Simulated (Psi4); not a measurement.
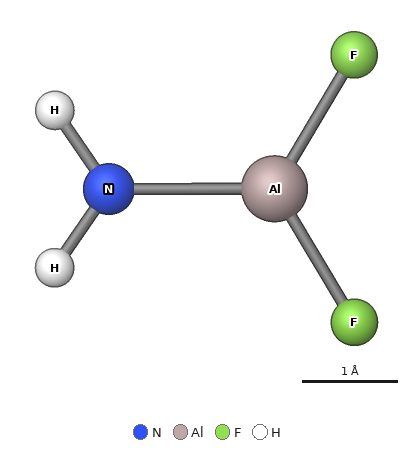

Figure 1. The structure as given in the input (ball-and-stick view, seen on its broad side). Sticks mark near contacts.

# Geometry relaxation, with input and output: AlNH₂F₂

AlNH₂F₂, computed with PBE0/def2-TZVP, RKS, dispersion D4 (Psi4 1.11).

The geometry comes from this level: own PBE0/def2-TZVP.

Input (job.in):
```
memory 3300 MB

molecule system {
  N     -0.365990     0.852650    -0.156760
  Al     0.300720    -0.740330     0.097330
  F      1.468940    -0.993310     1.220130
  F     -0.226030    -2.019820    -0.783190
  H     -0.085930     1.676100     0.348660
  H     -1.082980     1.068250    -0.828710
  symmetry c1
}

set basis def2-TZVP
set scf_type df
set geom_maxiter 50
set max_force_g_convergence 0.0002

e, wfn = optimize("pbe0-d4", return_wfn=True)
```

Run on 2 threads of AMD EPYC (Zen 3), 192 GiB of memory available, shared host.

Command:
```bash
psi4 job.in job.out -n 2
```

What the program printed:
```
Psi4 1.11 release

gradient() will perform analytic gradient computation.

   => Loading Basis Set <=

    Name: DEF2-TZVP
    Role: ORBITAL
    Keyword: BASIS

   => PBE0-D4(BJ,EEQ)ATM: Empirical Dispersion <=

        a1 =       0.400856
        a2 =       5.029288
       alp =      16.000000
        s6 =       1.000000
        s8 =       1.200655
        s9 =       1.000000
        ga =       3.000000
        gc =       2.000000
        wf =       6.000000

         ---------------------------------------------------------
                                   SCF
                              RKS Reference
                        2 Threads,   3147 MiB Core
         ---------------------------------------------------------

  ==> Geometry <==

    Molecular point group: c1
    Full point group: C1

    Geometry (in Angstrom), charge = 0, multiplicity = 1:

       Center              X                  Y                   Z               Mass
    ------------   -----------------  -----------------  -----------------  -----------------
         N           -0.679879774853     1.624460092572    -0.258595131134    14.003074004430
         AL          -0.013169774853     0.031480092572    -0.004505131134    26.981538530000
         F            1.155050225147    -0.221499907428     1.118294868866    18.998403162730
         F           -0.539919774853    -1.248009907428    -0.885025131134    18.998403162730
         H           -0.399819774853     2.447910092572     0.246824868866     1.007825032230
         H           -1.396869774853     1.840060092572    -0.930545131134     1.007825032230

  Running in c1 symmetry.

  Rotational constants: A =      0.21948  B =      0.21034  C =      0.10740 [cm^-1]
  Rotational constants: A =   6579.75053  B =   6305.74437  C =   3219.91730 [MHz]
  Nuclear repulsion =  159.663754117377266

  Charge       = 0
  Multiplicity = 1
  Electrons    = 40
  Nalpha       = 20
  Nbeta        = 20

  ==> Algorithm <==

  SCF Algorithm Type is DF.
  DIIS enabled.
  MOM disabled.
  Fractional occupation disabled.
  Guess Type is SAD.
  Energy threshold   = 1.00e-08
  Density threshold  = 1.00e-08
  Integral threshold = 1.00e-12

  ==> Primary Basis <==

  Basis Set: DEF2-TZVP
    Blend: DEF2-TZVP
    Number of shells: 54
    Number of basis functions: 142
    Number of Cartesian functions: 162
    Spherical Harmonics?: true
    Max angular momentum: 3

  ==> DFT Potential <==

   => LibXC <=

    Version 7.1.2

   => Composite Functional: PBE0-D4BJEEQATM <=

    PBE0-d4bjeeqatm Hyb-GGA Exchange-Correlation Functional

    Deriv               =              1
    GGA                 =           TRUE
    Meta                =          FALSE

    Exchange Hybrid     =           TRUE
    MP2 Hybrid          =          FALSE

   => Exchange Functionals <=

    0.7500   Perdew, Burke & Ernzerhof

   => Exact (HF) Exchange <=

    0.2500               HF

   => Correlation Functionals <=

    1.0000   Perdew, Burke & Ernzerhof

   => LibXC Density Thresholds  <==

    XC_HYB_GGA_XC_PBEH:  1.00E-15

   => Molecular Quadrature <=

    Radial Scheme          =       TREUTLER
    Pruning Scheme         =           NONE
    Nuclear Scheme         =       TREUTLER

    Blocking Scheme        =         OCTREE
    BS radius alpha        =              1
    Pruning alpha          =              1
    Radial Points          =             75
    Spherical Points       =            302
    Total Points           =         130836
    Total Blocks           =           1021
    Max Points             =            255
    Max Functions          =            137
    Weights Tolerance      =       1.00E-15

   => Loading Basis Set <=

    Name: (DEF2-TZVP AUX)
    Role: JKFIT
    Keyword: DF_BASIS_SCF

  ==> Integral Setup <==

  DFHelper Memory: AOs need 0.063 GiB; user supplied 1.936 GiB.
  SCF_SUBTYPE=INCORE selected. In-core MEM_DF algorithm will be used.
  Using in-core AOs.

  ==> MemDFJK: Density-Fitted J/K Matrices <==

    J tasked:                   Yes
    K tasked:                   Yes
    wK tasked:                   No
    Memory [MiB]:              1982
    Algorithm:                 Core
    Schwarz Cutoff:           1E-12
    Mask sparsity (%):       3.8187
    Fitting Condition:        1E-10

   => Auxiliary Basis Set <=

  Basis Set: (DEF2-TZVP AUX)
    Blend: DEF2-UNIVERSAL-JKFIT
    Number of shells: 125
    Number of basis functions: 395
    Number of Cartesian functions: 474
    Spherical Harmonics?: true
    Max angular momentum: 4

  Cached 100.0% of DFT collocation blocks in 0.369 [GiB].

  Minimum eigenvalue in the overlap matrix is 4.3663361633E-03.
  Reciprocal condition number of the overlap matrix is 7.0401259296E-04.
    Using symmetric orthogonalization.

  ==> Pre-Iterations <==

  SCF Guess: Superposition of Atomic Densities via on-the-fly atomic UHF (no occupation information).

   -------------------------
    Irrep   Nso     Nmo
   -------------------------
     A        142     142
   -------------------------
    Total     142     142
   -------------------------

  ==> Iterations <==

                           Total Energy        Delta E     RMS |[F,P]|

   @DF-RKS iter SAD:  -497.07683581784653   -4.97077e+02   0.00000e+00
   @DF-RKS iter   1:  -497.61970025040262   -5.42864e-01   7.49607e-03 DIIS/ADIIS
   @DF-RKS iter   2:  -497.09775867062064    5.21942e-01   1.04966e-02 DIIS/ADIIS
   @DF-RKS iter   3:  -498.02219187319815   -9.24433e-01   6.18745e-04 DIIS/ADIIS
   @DF-RKS iter   4:  -498.02481173597999   -2.61986e-03   2.97176e-04 DIIS/ADIIS
   @DF-RKS iter   5:  -498.02525220256916   -4.40467e-04   1.23252e-04 DIIS/ADIIS
   @DF-RKS iter   6:  -498.02534996478175   -9.77622e-05   1.75674e-05 DIIS
   @DF-RKS iter   7:  -498.02535239915358   -2.43437e-06   1.35928e-06 DIIS
   @DF-RKS iter   8:  -498.02535241147916   -1.23256e-08   2.40445e-07 DIIS
   @DF-RKS iter   9:  -498.02535241187991   -4.00746e-10   2.97014e-08 DIIS
   @DF-RKS iter  10:  -498.02535241188832   -8.41283e-12   1.03038e-08 DIIS
   @DF-RKS iter  11:  -498.02535241188889   -5.68434e-13   5.33512e-09 DIIS
  Energy and wave function converged.

  ==> Post-Iterations <==

   Electrons on quadrature grid:
      Ntotal   =   39.9999865162 ; deviation = -1.348e-05

    Orbital Energies [Eh]
    ---------------------

    Doubly Occupied:

       1A    -56.167404     2A    -24.735953     3A    -24.735897
       4A    -14.370137     5A     -4.199262     6A     -2.733716
       7A     -2.728645     8A     -2.726566     9A     -1.184232
      10A     -1.176130    11A     -0.868405    12A     -0.511492
      13A     -0.503463    14A     -0.459145    15A     -0.450313
      16A     -0.436902    17A     -0.423732    18A     -0.418932
      19A     -0.414855    20A     -0.295264

    Virtual:

      21A     -0.024233    22A      0.023767    23A      0.053505
      24A      0.075937    25A      0.102826    26A      0.124483
      27A      0.190585    28A      0.216122    29A      0.226937
      30A      0.240383    31A      0.250647    32A      0.251247
      33A      0.302029    34A      0.374251    35A      0.407629
      36A      0.413862    37A      0.433492    38A      0.489528
      39A      0.501042    40A      0.545677    41A      0.610181
      42A      0.623814    43A      0.634098    44A      0.666678
      45A      0.691271    46A      0.726245    47A      0.727571
      48A      0.766494    49A      0.768608    50A      0.790522
      51A      0.841635    52A      0.846298    53A      0.853483
      54A      0.877164    55A      0.880856    56A      0.961904
      57A      0.978272    58A      1.066896    59A      1.081612
      60A      1.092461    61A      1.161039    62A      1.167396
      63A      1.354462    64A      1.432962    65A      1.479325
      66A      1.576875    67A      1.714598    68A      1.880892
      69A      1.886963    70A      1.923010    71A      1.945228
      72A      2.045929    73A      2.067816    74A      2.092980
      75A      2.110504    76A      2.127134    77A      2.164621
      78A      2.268697    79A      2.326767    80A      2.352092
      81A      2.380980    82A      2.432094    83A      2.436860
      84A      2.538373    85A      2.619474    86A      2.636181
      87A      2.703609    88A      2.765145    89A      2.858700
      90A      3.190296    91A      3.272196    92A      3.291931
      93A      3.318340    94A      3.417277    95A      3.628068
      96A      3.630217    97A      3.761021    98A      3.947737
      99A      4.032581   100A      4.038936   101A      4.150576
     102A      4.273404   103A      4.291764   104A      4.446289
     105A      4.639361   106A      4.803325   107A      4.823331
     108A      5.046491   109A      5.089506   110A      5.332373
     111A      5.707550   112A      6.883532   113A      6.885300
     114A      6.890014   115A      6.893112   116A      6.895129
     117A      6.902644   118A      6.906942   119A      6.907601
     120A      6.910836   121A      6.912127   122A      6.918168
     123A      6.919497   124A      6.926759   125A      6.937753
     126A      7.901138   127A      8.323995   128A      8.366663
     129A      8.395517   130A      8.445773   131A      8.550019
     132A      8.565327   133A      8.574776   134A      8.675589
     135A      8.752634   136A      8.812728   137A      9.202601
     138A      9.807526   139A      9.857866   140A     31.764705
     141A     56.933919   142A     56.980488

    Final Occupation by Irrep:
              A
    DOCC [    20 ]
    NA   [    20 ]
    NB   [    20 ]

  @DF-RKS Final Energy:  -498.02535241188889

   => Energetics <=

    Nuclear Repulsion Energy =            159.6637541173772661
    One-Electron Energy =               -1010.9477366562118732
    Two-Electron Energy =                 388.9069182795042821
    DFT Exchange-Correlation Energy =     -35.6456554359643505
    Empirical Dispersion Energy =          -0.0026327165942160
    VV10 Nonlocal Energy =                  0.0000000000000000
    Total Energy =                       -498.0253524118888890

Computation Completed

Properties will be evaluated at   0.000000,   0.000000,   0.000000 [a0]

Properties computed using the SCF density matrix

 Multipole Moments:

 ------------------------------------------------------------------------------------
     Multipole            Electronic (a.u.)      Nuclear  (a.u.)        Total (a.u.)
 ------------------------------------------------------------------------------------

 L = 1.  Multiply by 2.5417464519 to convert [e a0] to [Debye]
 Dipole X            :          1.8612220           -2.2504389           -0.3892169
 Dipole Y            :         -4.4443266            5.3721960            0.9278694
 Dipole Z            :          0.7099059           -0.8560936           -0.1461877
 Magnitude           :                                                    1.0167607

 ------------------------------------------------------------------------------------

	total time  =          8 seconds =       0.13 minutes

         ------------------------------------------------------------
                                   SCF GRAD
         ------------------------------------------------------------

  ==> Geometry <==

    Molecular point group: c1
    Full point group: C1

    Geometry (in Angstrom), charge = 0, multiplicity = 1:

       Center              X                  Y                   Z               Mass
    ------------   -----------------  -----------------  -----------------  -----------------
         N           -0.679879774853     1.624460092572    -0.258595131134    14.003074004430
         AL          -0.013169774853     0.031480092572    -0.004505131134    26.981538530000
         F            1.155050225147    -0.221499907428     1.118294868866    18.998403162730
         F           -0.539919774853    -1.248009907428    -0.885025131134    18.998403162730
         H           -0.399819774853     2.447910092572     0.246824868866     1.007825032230
         H           -1.396869774853     1.840060092572    -0.930545131134     1.007825032230

  Nuclear repulsion =  159.663754117377266

  ==> Basis Set <==

  Basis Set: DEF2-TZVP
    Blend: DEF2-TZVP
    Number of shells: 54
    Number of basis functions: 142
    Number of Cartesian functions: 162
    Spherical Harmonics?: true
    Max angular momentum: 3

  ==> DFJKGrad: Density-Fitted SCF Gradients <==

    Gradient:                    1
    J tasked:                  Yes
    K tasked:                  Yes
    wK tasked:                  No
    Integrals threads:           2
    Memory [MiB]:             2360
    Schwarz Cutoff:          1E-12
    Fitting Condition:       1E-10

   => Auxiliary Basis Set <=

  Basis Set: (DEF2-TZVP AUX)
    Blend: DEF2-UNIVERSAL-JKFIT
    Number of shells: 125
    Number of basis functions: 395
    Number of Cartesian functions: 474
    Spherical Harmonics?: true
    Max angular momentum: 4

  ==> DFT Potential <==

   => LibXC <=

    Version 7.1.2

   => Composite Functional: PBE0-D4BJEEQATM <=

    PBE0-d4bjeeqatm Hyb-GGA Exchange-Correlation Functional

    Deriv               =              1
    GGA                 =           TRUE
    Meta                =          FALSE

    Exchange Hybrid     =           TRUE
    MP2 Hybrid          =          FALSE

   => Exchange Functionals <=

    0.7500   Perdew, Burke & Ernzerhof

   => Exact (HF) Exchange <=

    0.2500               HF

   => Correlation Functionals <=

    1.0000   Perdew, Burke & Ernzerhof

   => LibXC Density Thresholds  <==

    XC_HYB_GGA_XC_PBEH:  1.00E-15

   => Molecular Quadrature <=

    Radial Scheme          =       TREUTLER
    Pruning Scheme         =           NONE
    Nuclear Scheme         =       TREUTLER

    Blocking Scheme        =         OCTREE
    BS radius alpha        =              1
    Pruning alpha          =              1
    Radial Points          =             75
    Spherical Points       =            302
    Total Points           =         130836
    Total Blocks           =           1021
    Max Points             =            255
    Max Functions          =            137
    Weights Tolerance      =       1.00E-15

  -Total Gradient:
     Atom            X                  Y                   Z
    ------   -----------------  -----------------  -----------------
       1        0.000037784650     0.000039392560     0.000019992150
       2       -0.000053775509     0.000118148592     0.000055033279
       3       -0.000000126636     0.000018248698    -0.000015884180
       4        0.000014376563     0.000018572613    -0.000013071390
       5       -0.000033695235     0.000061941901    -0.000026578581
       6       -0.000028909266     0.000014929775    -0.000013560838

	total time  =          2 seconds =       0.03 minutes

    			-----------------------------------------

    			 OPTKING 3.0: for geometry optimizations

    			        with contributions from

    			-----------------------------------------

	                            ===> Fragment 1 <==

	 Z (Atomic Numbers)          Masses                          Geom
	       7.000000            14.003074         -1.28478657  3.06978468 -0.48867398
	      13.000000            26.981539         -0.02488727  0.05948875 -0.00851346
	       9.000000            18.998403          2.18272859 -0.41857416  2.11327103
	       9.000000            18.998403         -1.02030050 -2.35839693 -1.67245511
	       1.000000             1.007825         -0.75554987  4.62587965  0.46643140
	       1.000000             1.007825         -2.63970131  3.47720963 -1.75847545

	 - Coordinate -           - BOHR/RAD -       - ANG/DEG -
	 R(1,2)           =         3.298451           1.745465
	 R(1,5)           =         1.900986           1.005959
	 R(1,6)           =         1.901101           1.006019
	 R(2,3)           =         3.099045           1.639944
	 R(2,4)           =         3.099310           1.640084
	 B(1,2,3)         =         2.108945         120.833637
	 B(1,2,4)         =         2.107321         120.740624
	 B(2,1,5)         =         2.174363         124.581801
	 B(2,1,6)         =         2.171287         124.405558
	 B(3,2,4)         =         2.066919         118.425710
	 B(5,1,6)         =         1.937536         111.012617
	 D(3,2,1,5)       =        -0.000202          -0.011549
	 D(3,2,1,6)       =        -3.140715        -179.949735
	 D(4,2,1,5)       =        -3.140698        -179.948718
	 D(4,2,1,6)       =         0.001974           0.113096

	        --- Internal Coordinate Step in ANG or DEG, aJ/ANG or AJ/DEG ---
	-------------------------------------------------------------------------------
	           Coordinate      Previous         Force          Change          New
	           ----------      --------        ------          ------        ------
	               R(1,2)       1.74547        0.00014        0.00003       1.74549
	               R(1,5)       1.00596        0.00002        0.00000       1.00596
	               R(1,6)       1.00602       -0.00010       -0.00001       1.00601
	               R(2,3)       1.63994        0.00003        0.00000       1.63995
	               R(2,4)       1.64008       -0.00020       -0.00003       1.64006
	             B(1,2,3)     120.83364       -0.00001       -0.01683     120.81681
	             B(1,2,4)     120.74062        0.00000        0.00371     120.74434
	             B(2,1,5)     124.58180       -0.00000       -0.01905     124.56275
	             B(2,1,6)     124.40556        0.00000        0.01792     124.42348
	             B(3,2,4)     118.42571        0.00000        0.01313     118.43884
	             B(5,1,6)     111.01262        0.00000        0.00113     111.01375
	           D(3,2,1,5)      -0.01155        0.00000        0.04339       0.03184
	           D(3,2,1,6)    -179.94974        0.00000        0.03985    -179.90988
	           D(4,2,1,5)    -179.94872       -0.00000       -0.06495    -180.01367
	           D(4,2,1,6)       0.11310       -0.00000       -0.06848       0.04461
	-------------------------------------------------------------------------------

	                                 ==> Convergence Check <==

	Measures of convergence in internal coordinates in au.

	Criteria marked as inactive (o), active & met (*), and active & unmet ( ).

	----------------------------------------------------------------------------------------------~
	   Step    Total Energy     Delta E     Max Force     RMS Force      Max Disp      RMS Disp   ~
	----------------------------------------------------------------------------------------------~
	  Convergence Criteria              o    2.00e-04 *             o             o             o~
	----------------------------------------------------------------------------------------------~
	     1    -498.02535241   -4.98e+02 o    7.34e-05 *    3.44e-05 o    1.20e-03 o    5.25e-04 o  ~
	----------------------------------------------------------------------------------------------

Next Geometry in Ang
	Fragment 1 (Ang)

	    N  -0.6798825952   1.6243993084  -0.2587116078
	   Al  -0.0127053074   0.0315079104  -0.0050921022
	    F   1.1548552091  -0.2211959129   1.1184622991
	    F  -0.5401564384  -1.2482120460  -0.8848039847
	    H  -0.3998248167   2.4476021147   0.2471166086
	    H  -1.3968947005   1.8402991807  -0.9305219997

    Final optimized geometry and variables:
    Molecular point group: c1
    Full point group: C1

    Geometry (in Angstrom), charge = 0, multiplicity = 1:

    N           -0.679879774853     1.624460092572    -0.258595131134
    AL          -0.013169774853     0.031480092572    -0.004505131134
    F            1.155050225147    -0.221499907428     1.118294868866
    F           -0.539919774853    -1.248009907428    -0.885025131134
    H           -0.399819774853     2.447910092572     0.246824868866
    H           -1.396869774853     1.840060092572    -0.930545131134

    Psi4 run time: 0:00:10.05
```

Standard output:
```
Optimizer: Optimization complete!
```

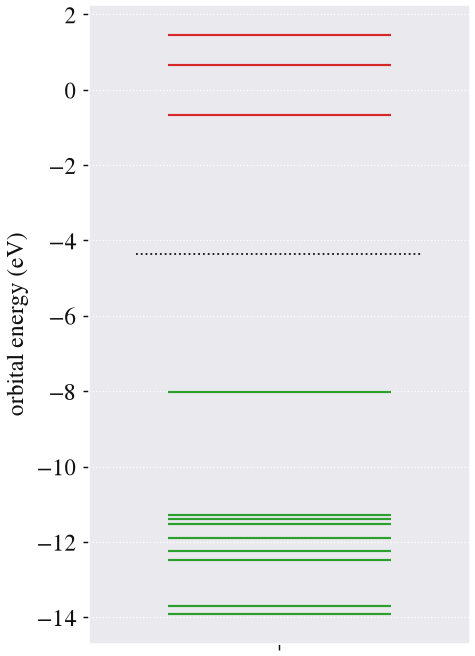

Figure 2. Orbital energies near the frontier; the dotted line parts filled from empty levels, and levels within 0.02 eV of each other stand side by side. Highest filled −8.03 eV, lowest empty −0.66 eV, 7.37 eV apart.

Summary:

```json
{"quantity": "outcome", "value": "converged"}
{"quantity": "total energy", "value": "−498.025352 hartree"}
{"quantity": "dispersion energy", "value": "−0.002633 hartree"}
{"quantity": "basis functions", "value": "142"}
{"quantity": "HOMO", "value": "−8.03 eV"}
{"quantity": "LUMO", "value": "−0.66 eV"}
{"quantity": "dipole moment", "value": "2.58 D"}
{"quantity": "wall time", "value": "12 s (CPU time 26 s)"}
{"quantity": "peak memory", "value": "0.67 GiB"}
```
